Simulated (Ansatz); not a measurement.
# Run report: Al2BH3Cl2O5, geometry relaxation (part 1 of 2)

System: Al2BH3Cl2O5.
Method: RKS PBE0-D4/def2-TZVP (Ansatz 0.2.0).

Figures and captions count atoms from 1; the log counts them from 0 in places.

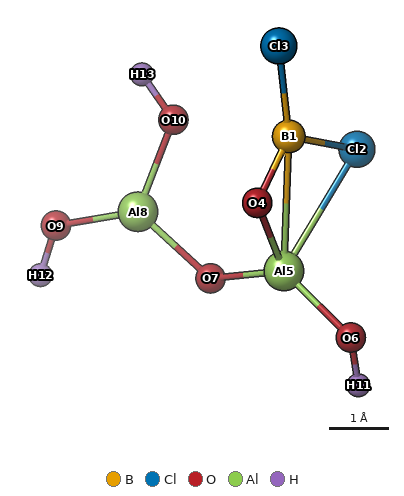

**Figure 1.** The input geometry (ball-and-stick view, seen at a tilt; atoms are numbered from 1 in the order of the input). Sticks mark near contacts. Bond lengths as drawn: Al–B 2.49 Å, Al–Cl 2.49 Å, Al–O 1.68 to 1.81 Å, B–Cl 1.73 to 1.83 Å, B–O 1.32 Å and H–O 0.95 to 0.96 Å.

Results in brief:

| quantity | value |
| --- | --- |
| outcome | converged |
| total energy | −49193.2084 eV |
| mean-field energy | −49192.8220 eV |
| dispersion energy | −0.3864 eV |
| SCF solution under orbital rotations | stable |
| largest force (length of the vector) at the end | 0.004 eV/Å |
| dipole moment | 2.51 D |
| hardware | 4 CPU threads, shared host |
| wall time | 53 s (CPU time 99 s) |
| peak memory | 1.1 GiB |

The input:
```yaml
crystal:
  periodic: [false, false, false]
  atoms:
    - {symbol: B, position_ang: [-1.825561, 1.069698, -0.267881]}
    - {symbol: Cl, position_ang: [-1.364219, 1.173592, -2.038846]}
    - {symbol: Cl, position_ang: [-3.469911, 0.755064, 0.171030]}
    - {symbol: O, position_ang: [-0.813059, 1.370669, 0.530970]}
    - {symbol: Al, position_ang: [0.627607, 1.404419, -0.563366]}
    - {symbol: O, position_ang: [1.264258, 2.929542, -0.877187]}
    - {symbol: O, position_ang: [1.411298, -0.075266, -0.482565]}
    - {symbol: Al, position_ang: [0.699283, -1.517233, 0.085914]}
    - {symbol: O, position_ang: [1.544338, -2.946069, 0.419903]}
    - {symbol: O, position_ang: [-0.955908, -1.579359, -0.362660]}
    - {symbol: H, position_ang: [2.153532, 3.077463, -1.191330]}
    - {symbol: H, position_ang: [2.496422, -2.986399, 0.474358]}
    - {symbol: H, position_ang: [-1.513099, -2.331517, -0.171355]}
basis:
  gaussian: {orbitals: def2-TZVP}
hamiltonian: {xc: pbe0, dispersion: d4}
relax: {f_tol: 0.005, max_steps: 200}
```

Launched with:
```bash
ansatz run in.yaml --threads 4 --pin off --events-out ev --progress --plain --max-ram 66560MiB --backend cuda --devices 0, --max-vram 37GiB
```

The program's output:
```
Functional definition: PBE0
  name "PBE0"
  cite "Adamo & Barone, J. Chem. Phys. 110, 6158 (1999) doi:10.1063/1.478522"
  cite "Perdew, Burke & Ernzerhof, Phys. Rev. Lett. 77, 3865 (1996) doi:10.1103/PhysRevLett.77.3865"
  parent pbe
  parameter a = 0.25
  parameter kappa = 0.804
  parameter beta = 0.06672455060314922
  exchange = (1 - a)*pbe_x(kappa = kappa, mu = beta*pi^2/3) + a*exact_x
  correlation = pbe_c(beta = beta)
2150 factors; their error is unknown
mean field evaluation 1: about -49168.0464 eV, gradient 1.2e2 eV
mean field evaluation 2: about -49115.0309 eV, gradient 2.1e2 eV
mean field evaluation 4: about -49192.1302 eV, gradient 1.3e1 eV
mean field evaluation 8: about -49192.4361 eV, gradient 2.9e-1 eV
mean field evaluation 16: about -49192.5589 eV, gradient 3.6e-4 eV
mean field -49192.55889343 eV, -1807.7931954195 hartree, gradient 4.8e-5 eV, S^2 0.000000; 0 other end points of the search recorded, 0 dependent functions left out
the calculation of the forces begins
reference -49192.55893744 eV, -1807.7931970368 hartree; 54, 54 occupied and 298, 298 virtual orbitals, 2150 factors
relax step   1: F+E_penalty+E_count = -49192.98181446 eV  Δ(F+E_penalty+E_count) = +0.000e0 eV  max|allowed force component| = 1.379e0 eV/Å  Δτ_max = 0.0000 Å  (31 SCF iters, accepted)
these checks for a lower state are left out or cut short: starts, cluster_reference, orbital_swaps, neighbouring_geometries, increment
2150 factors; their error is unknown
mean field -49192.70448002 eV, -1807.7985456279 hartree, gradient 2.0e-5 eV, S^2 0.000000; 0 other end points of the search recorded, 0 dependent functions left out
[... from here on the field's lines of each further geometry are left out, up to the last ...]
relax step   2: F+E_penalty+E_count = -49193.12614485 eV  Δ(F+E_penalty+E_count) = -1.443e-1 eV  max|allowed force component| = 7.393e-1 eV/Å  Δτ_max = 0.1992 Å  (30 SCF iters, accepted)
relax step   3: F+E_penalty+E_count = -49193.04173506 eV  Δ(F+E_penalty+E_count) = +8.441e-2 eV  max|allowed force component| = 1.274e0 eV/Å  Δτ_max = 0.2000 Å  (38 SCF iters, rejected (line search))
relax step   4: F+E_penalty+E_count = -49193.17374714 eV  Δ(F+E_penalty+E_count) = -4.760e-2 eV  max|allowed force component| = 1.229e-1 eV/Å  Δτ_max = 0.0969 Å  (31 SCF iters, accepted)
relax step   5: F+E_penalty+E_count = -49193.18047591 eV  Δ(F+E_penalty+E_count) = -6.729e-3 eV  max|allowed force component| = 1.242e-1 eV/Å  Δτ_max = 0.0973 Å  (32 SCF iters, accepted)
relax step   6: F+E_penalty+E_count = -49193.18876585 eV  Δ(F+E_penalty+E_count) = -8.290e-3 eV  max|allowed force component| = 1.993e-1 eV/Å  Δτ_max = 0.1470 Å  (31 SCF iters, accepted)
relax step   7: F+E_penalty+E_count = -49193.19356669 eV  Δ(F+E_penalty+E_count) = -4.801e-3 eV  max|allowed force component| = 1.806e-1 eV/Å  Δτ_max = 0.0818 Å  (32 SCF iters, accepted)
relax step   8: F+E_penalty+E_count = -49193.20022180 eV  Δ(F+E_penalty+E_count) = -6.655e-3 eV  max|allowed force component| = 1.855e-1 eV/Å  Δτ_max = 0.1807 Å  (31 SCF iters, accepted)
relax step   9: F+E_penalty+E_count = -49193.20301543 eV  Δ(F+E_penalty+E_count) = -2.794e-3 eV  max|allowed force component| = 1.441e-1 eV/Å  Δτ_max = 0.0571 Å  (32 SCF iters, accepted)
relax step  10: F+E_penalty+E_count = -49193.20299821 eV  Δ(F+E_penalty+E_count) = +1.722e-5 eV  max|allowed force component| = 2.148e-1 eV/Å  Δτ_max = 0.0306 Å  (32 SCF iters, rejected (line search))
relax step  11: F+E_penalty+E_count = -49193.20434397 eV  Δ(F+E_penalty+E_count) = -1.329e-3 eV  max|allowed force component| = 8.793e-2 eV/Å  Δτ_max = 0.0147 Å  (32 SCF iters, accepted)
relax step  12: F+E_penalty+E_count = -49193.20479545 eV  Δ(F+E_penalty+E_count) = -4.515e-4 eV  max|allowed force component| = 7.989e-2 eV/Å  Δτ_max = 0.0224 Å  (33 SCF iters, accepted)
relax step  13: F+E_penalty+E_count = -49193.20652391 eV  Δ(F+E_penalty+E_count) = -1.728e-3 eV  max|allowed force component| = 6.560e-2 eV/Å  Δτ_max = 0.0760 Å  (32 SCF iters, accepted)
relax step  14: F+E_penalty+E_count = -49193.20726887 eV  Δ(F+E_penalty+E_count) = -7.450e-4 eV  max|allowed force component| = 8.762e-2 eV/Å  Δτ_max = 0.0873 Å  (32 SCF iters, accepted)
relax step  15: F+E_penalty+E_count = -49193.20772332 eV  Δ(F+E_penalty+E_count) = -4.545e-4 eV  max|allowed force component| = 4.174e-2 eV/Å  Δτ_max = 0.0049 Å  (33 SCF iters, accepted)
relax step  16: F+E_penalty+E_count = -49193.20789017 eV  Δ(F+E_penalty+E_count) = -1.669e-4 eV  max|allowed force component| = 2.189e-2 eV/Å  Δτ_max = 0.0239 Å  (32 SCF iters, accepted)
relax step  17: F+E_penalty+E_count = -49193.20804636 eV  Δ(F+E_penalty+E_count) = -1.562e-4 eV  max|allowed force component| = 1.563e-2 eV/Å  Δτ_max = 0.0439 Å  (33 SCF iters, accepted)
relax step  18: F+E_penalty+E_count = -49193.20806429 eV  Δ(F+E_penalty+E_count) = -1.793e-5 eV  max|allowed force component| = 1.745e-2 eV/Å  Δτ_max = 0.0276 Å  (33 SCF iters, accepted)
relax step  19: F+E_penalty+E_count = -49193.20808824 eV  Δ(F+E_penalty+E_count) = -2.396e-5 eV  max|allowed force component| = 1.870e-2 eV/Å  Δτ_max = 0.0211 Å  (34 SCF iters, accepted)
relax step  20: F+E_penalty+E_count = -49193.20813060 eV  Δ(F+E_penalty+E_count) = -4.235e-5 eV  max|allowed force component| = 6.484e-3 eV/Å  Δτ_max = 0.0109 Å  (34 SCF iters, accepted)
relax step  21: F+E_penalty+E_count = -49193.20815502 eV  Δ(F+E_penalty+E_count) = -2.442e-5 eV  max|allowed force component| = 4.581e-3 eV/Å  Δτ_max = 0.0032 Å  (25 SCF iters, accepted)
relax step  22: F+E_penalty+E_count = -49193.20819398 eV  Δ(F+E_penalty+E_count) = -3.896e-5 eV  max|allowed force component| = 9.709e-3 eV/Å  Δτ_max = 0.0118 Å  (33 SCF iters, accepted)
relax step  23: F+E_penalty+E_count = -49193.20822862 eV  Δ(F+E_penalty+E_count) = -3.464e-5 eV  max|allowed force component| = 1.659e-2 eV/Å  Δτ_max = 0.0181 Å  (33 SCF iters, accepted)
relax step  24: F+E_penalty+E_count = -49193.20826257 eV  Δ(F+E_penalty+E_count) = -3.395e-5 eV  max|allowed force component| = 1.823e-2 eV/Å  Δτ_max = 0.0192 Å  (32 SCF iters, accepted)
relax step  25: F+E_penalty+E_count = -49193.20829690 eV  Δ(F+E_penalty+E_count) = -3.433e-5 eV  max|allowed force component| = 1.063e-2 eV/Å  Δτ_max = 0.0284 Å  (32 SCF iters, accepted)
relax step  26: F+E_penalty+E_count = -49193.20823513 eV  Δ(F+E_penalty+E_count) = +6.177e-5 eV  max|allowed force component| = 3.668e-2 eV/Å  Δτ_max = 0.0337 Å  (32 SCF iters, rejected (line search))
relax step  27: F+E_penalty+E_count = -49193.20833291 eV  Δ(F+E_penalty+E_count) = -3.601e-5 eV  max|allowed force component| = 8.029e-3 eV/Å  Δτ_max = 0.0163 Å  (33 SCF iters, accepted)
relax step  28: F+E_penalty+E_count = -49193.20834745 eV  Δ(F+E_penalty+E_count) = -1.454e-5 eV  max|allowed force component| = 5.638e-3 eV/Å  Δτ_max = 0.0165 Å  (33 SCF iters, accepted)
relax step  29: F+E_penalty+E_count = -49193.20835198 eV  Δ(F+E_penalty+E_count) = -4.531e-6 eV  max|allowed force component| = 3.386e-3 eV/Å  Δτ_max = 0.0031 Å  (25 SCF iters, accepted)
the calculation of the forces begins
reference -49192.82203534 eV, -1807.8028657063 hartree; 54, 54 occupied and 298, 298 virtual orbitals, 2150 factors
relax step  30: F+E_penalty+E_count = -49193.20835672 eV  Δ(F+E_penalty+E_count) = -4.738e-6 eV  max|allowed force component| = 3.095e-3 eV/Å  Δτ_max = 0.0060 Å  (34 SCF iters, accepted)
2150 factors; their error is unknown
mean field evaluation 224: about -49168.1088 eV, gradient 1.2e2 eV
```

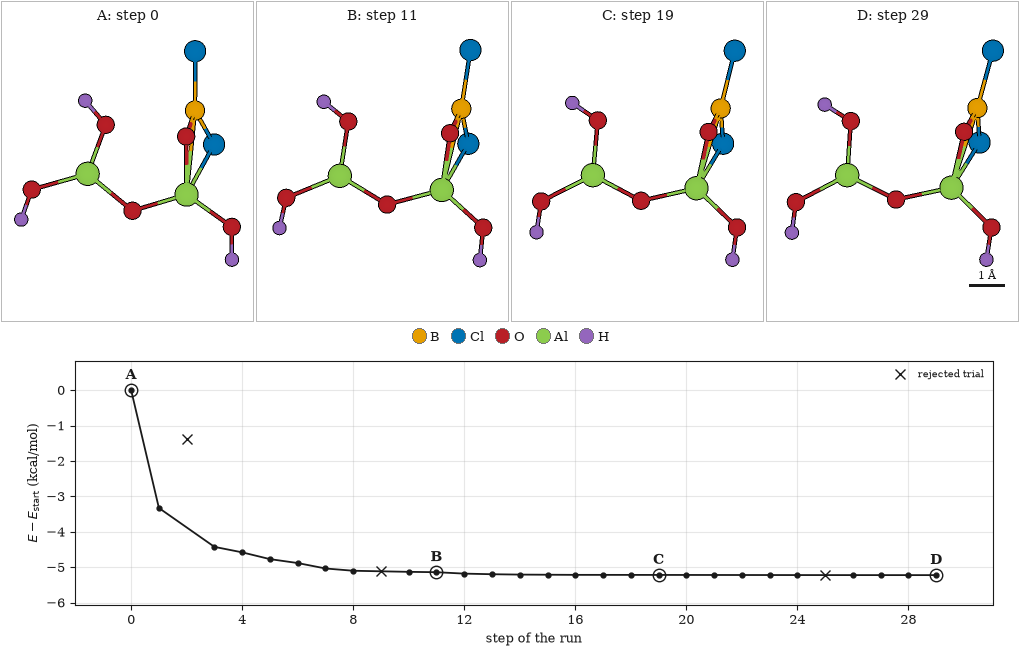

**Figure 2.** Frames of the relaxation (ball-and-stick view, seen at a tilt) above the curves, on which the letters mark them (the first geometry is step 0 here and step 1 in the log).

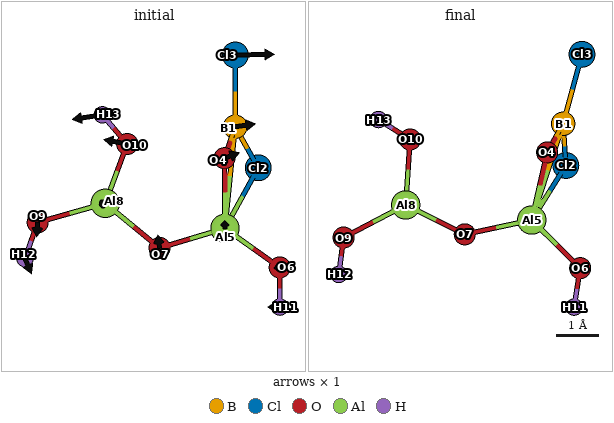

**Figure 3.** Before (left) and after (right) the relaxation, at one scale (ball-and-stick view, seen at a tilt). The black arrows give the displacements, at true length. The energy falls by 5.22 kcal/mol in 29 geometry steps. The largest force component goes from 1.4 to 0.0031 eV/Å. The line search rejected the trial steps at points 2, 9, 25 (counted from 0) and went back. Cl3 moves most after the best rigid fit: 0.96 Å. By element the largest moves are Cl 0.96 Å, H 0.76 Å, O 0.59 Å, B 0.52 Å, Al 0.26 Å. Distances before and after: Cl2–Al5 2.490 → 2.530 Å, O4–Al5 1.809 → 1.770 Å, O7–Al8 1.706 → 1.679 Å, Al8–O10 1.716 → 1.691 Å. Among the angles that change: Al5–O7–Al8 124.5° → 142.0°, O4–Al5–O7 109.1° → 116.9°, B1–Al5–O7 109.6° → 116.7°. (Atoms are counted from 1 in the order of the input.)

```
mean field -49192.82199021 eV, -1807.8028640479 hartree, gradient 7.6e-5 eV, S^2 0.000000; 1 other end points of the search recorded, 0 dependent functions left out
the calculation of the forces begins
reference -49192.82203534 eV, -1807.8028657062 hartree; 54, 54 occupied and 298, 298 virtual orbitals, 2150 factors
Total energy: -49193.20840184 eV, -1807.8170644134 hartree
Atom 0 at    -2.009136     1.547029    -0.347102 Å, force    -0.000403     0.000741     0.000764 eV/Å
Atom 1 at    -1.426330     1.159424    -2.057325 Å, force     0.001017    -0.000515    -0.001490 eV/Å
Atom 2 at    -3.718786     1.651242    -0.071339 Å, force    -0.000933     0.000031     0.000677 eV/Å
Atom 3 at    -1.028754     1.718447     0.499859 Å, force     0.000259    -0.000267    -0.000518 eV/Å
Atom 4 at     0.466020     1.414639    -0.397444 Å, force     0.001433     0.000220     0.000515 eV/Å
Atom 5 at     1.328342     2.802755    -0.809269 Å, force     0.000990    -0.001496    -0.000384 eV/Å
Atom 6 at     1.143971    -0.116363    -0.251644 Å, force    -0.001314     0.000841     0.000693 eV/Å
Atom 7 at     0.733974    -1.731541    -0.048726 Å, force    -0.001681    -0.002050     0.000252 eV/Å
Atom 8 at     1.868813    -2.952061     0.226298 Å, force    -0.000833     0.001795    -0.000939 eV/Å
Atom 9 at    -0.907105    -2.126892    -0.140337 Å, force     0.003095    -0.002334     0.000522 eV/Å
Atom 10 at     2.224470     2.781315    -1.137814 Å, force    -0.001508     0.000508     0.000152 eV/Å
Atom 11 at     2.806892    -2.783270     0.289764 Å, force    -0.000308    -0.000292     0.000139 eV/Å
Atom 12 at    -1.227389    -3.020120    -0.027935 Å, force     0.000187     0.002817    -0.000383 eV/Å
Dipole moment:     0.402884    -0.292167    -0.162561 e Å
```

Trajectory as extended XYZ (Å, eV, eV/Å), 17 of the 30 frames kept, from step=1 to step=30:
```
13
Properties=species:S:1:pos:R:3:forces:R:3 step=1 energy=-49192.98181
B    -1.8256    1.0697   -0.2679    0.7070   0.3096   0.6968
Cl   -1.3642    1.1736   -2.0388    0.0138  -0.0636  -0.3375
Cl   -3.4699    0.7551    0.1710   -0.1764  -0.0420  -0.0281
O    -0.8131    1.3707    0.5310   -0.1331  -0.1530  -0.6746
Al    0.6276    1.4044   -0.5634   -0.8114   0.3428   0.4777
O     1.2643    2.9295   -0.8772    0.1436  -0.0202  -0.0585
O     1.4113   -0.0753   -0.4826    0.1238  -0.6021   0.4836
Al    0.6993   -1.5172    0.0859   -0.0044   0.0605  -1.3787
O     1.5443   -2.9461    0.4199   -0.2099   0.2478   0.2637
O    -0.9559   -1.5794   -0.3627    0.3481  -0.0787   0.5192
H     2.1535    3.0775   -1.1913   -0.0009   0.0203  -0.0089
H     2.4964   -2.9864    0.4744    0.0537   0.0146   0.0430
H    -1.5131   -2.3315   -0.1714   -0.0538  -0.0359   0.0024
13
Properties=species:S:1:pos:R:3:forces:R:3 step=3 energy=-49193.04173 accepted=F
B    -1.8383    1.0529   -0.2884   -0.6281   0.7967  -0.7935
Cl   -1.4245    1.2798   -2.1081    0.1810  -0.4088   0.2559
Cl   -3.5036    0.7111    0.0746    0.1477  -0.1691   0.1465
O    -0.8700    1.4921    0.4610    0.1552  -0.4429   0.7111
Al    0.5892    1.4378   -0.5066    0.4856  -0.0585  -0.4256
O     1.3682    2.9082   -0.7922   -0.2266  -0.1612   0.1181
O     1.3395   -0.0968   -0.5475    0.0189   1.2738  -0.1009
Al    0.6949   -1.5658   -0.1381    0.2405  -0.4620   0.0211
O     1.5872   -2.9002    0.3225    0.7375  -0.4080   0.2922
O    -0.9662   -1.6812   -0.2334   -1.0020  -0.1820   0.1124
H     2.2627    2.9947   -1.1055    0.1273  -0.0253  -0.0561
H     2.5347   -2.8911    0.4971   -0.4676  -0.0066  -0.1274
H    -1.5189   -2.3970    0.0917    0.2306   0.2540  -0.1537
```
